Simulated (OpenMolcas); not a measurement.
**How basis sets differ on CH2N2 (cyanamide)**

CH2N2 has 5 atoms, charge 0, and is taken as a singlet. SMILES: `N#CN`. The shape is that of a PBE0-D4/def2-TZVP optimisation.

```jsonl
{"atom": "N", "x (Å)": "0.4478", "y (Å)": "-1.2705", "z (Å)": "1.3455"}
{"atom": "C", "x (Å)": "0.2167", "y (Å)": "-0.5238", "z (Å)": "0.4964"}
{"atom": "N", "x (Å)": "-0.0080", "y (Å)": "0.3138", "z (Å)": "-0.5187"}
{"atom": "H", "x (Å)": "-0.9000", "y (Å)": "0.2051", "z (Å)": "-0.9766"}
{"atom": "H", "x (Å)": "0.2434", "y (Å)": "1.2753", "z (Å)": "-0.3466"}
```

Quantity: the dipole moment, in D. The values are calculated.

Measured value to compare with: NIST CCCBDB gives the dipole moment of the gas as 4.32 D.

```csv
level,kind,program,value (D),computed − measured,CPU time
HF/ANO-XS-MB (DKH2),Hartree–Fock,OpenMolcas,3.52,-0.80,1.4 s
HF/STO-3G,Hartree–Fock,OpenMolcas,3.61,-0.71,1.8 s
HF/3-21G,Hartree–Fock,OpenMolcas,4.53,+0.21,1.9 s
HF/def2-TZVP,Hartree–Fock,OpenMolcas,4.81,+0.49,14 s
```

Nearest: HF/3-21G (+0.21 D); farthest: HF/ANO-XS-MB (DKH2) (-0.80 D). The measured dipole is a vibrational average, so differences of a few hundredths of a debye mean little. Sets without polarisation functions give poor dipoles. CPU times are rough (shared hosts, several kinds of processor): they show what a rung costs within a factor of a few.

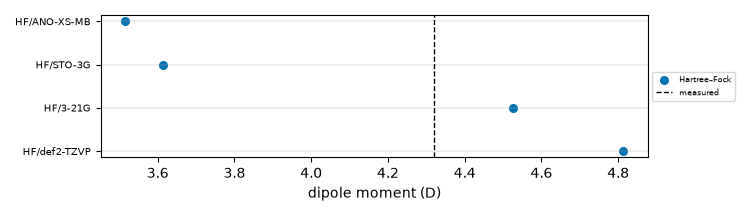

The values of the table, level by level.
